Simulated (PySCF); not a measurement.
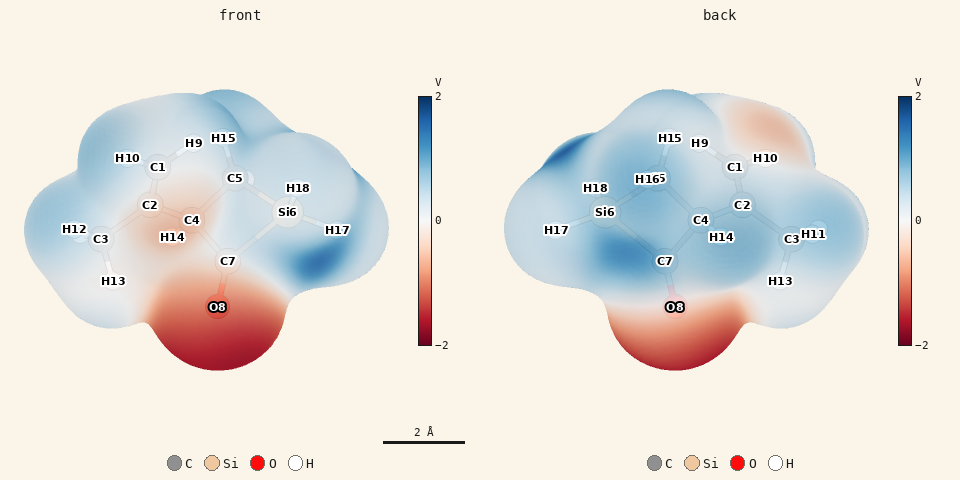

*C₆H₁₀OSi (SMILES C=C(C)[C@H]1C[SiH2]C1=O). The molecular electrostatic potential painted on the density surface at 0.002 e/bohr³, seen from the front and from behind; the colour scale runs from red (negative) to blue (positive).*

Geometry: GFN2-xTB.

All numbers below come from PySCF 2.14.0, wB97X-D/def2-SVPD, SCF density, gas phase.

The calculation's input:

```
{"job": {"kind": "uv", "xc": "wB97X-D", "basis": "def2-SVPD", "nstates": 8, "ntriplets": 3}, "charge": 0, "multiplicity": 1}
C      1.040297     0.761012     0.986403
C      1.043919     0.093940    -0.158833
C      2.202515     0.128083    -1.106647
C     -0.144585    -0.664511    -0.679250
C     -1.201005    -1.110696     0.352556
Si    -2.392869     0.327621    -0.084091
C     -0.994609     0.376081    -1.418945
O     -0.769550     0.913120    -2.469249
H      0.200234     0.769201     1.658268
H      1.903269     1.320502     1.305018
H      2.601039    -0.874595    -1.262481
H      2.997456     0.768180    -0.733758
H      1.866271     0.508173    -2.071635
H      0.198789    -1.465217    -1.338076
H     -0.812616    -1.184484     1.365133
H     -1.595935    -2.092782     0.094634
H     -3.729100    -0.024802    -0.554073
H     -2.422280     1.457493     0.838609
```

Command:

```sh
OMP_NUM_THREADS=1 python probes_run.py task.json out
```

Q: Which sites attract a positive test charge, and which a negative one?

A: A positive charge is drawn to the negative regions and a negative charge to the positive ones. The most negative region (about −1.7 V) lies over O8, the most positive (about +1.5 V) over Si6. O8 is the likeliest acceptor of a hydrogen bond.

Q: How polar is the molecule by this calculation?

A: Its dipole moment is 2.57 D.
